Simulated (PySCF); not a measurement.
Molecule: SMILES [CH]=C (C₂H₃), doublet. Atoms near the plane z = 0.0 Å, at the PBE0/def2-SVP optimised geometry (x, y, z in Å): C1 (0.5, 0.0, 0.0), C2 (-0.8, 0.0, 0.0), H3 (1.4, -0.7, 0.0), H4 (-1.4, -0.9, 0.0), H5 (-1.4, 0.9, 0.0).

Method: unrestricted PBE0/def2-TZVP (PySCF). Cells within 0.4 Å of a nucleus heavier than hydrogen are left out (blank, or x). The values are rescaled to run from 0 to 1.

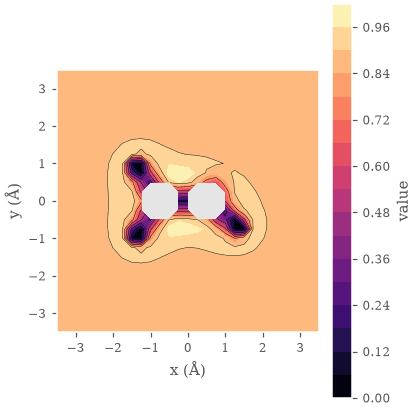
Fig. 1. a field on the plane z = 0.0 Å.

Which quantity is mapped?
A) log10 of the electron density
B) deformation density (molecule minus spherical neutral atoms)
C) Laplacian of the electron density
D) electrostatic potential

C, Laplacian of the electron density. In full: Laplacian of the electron density (e/bohr⁵), clipped to [-1.50, 1.50].
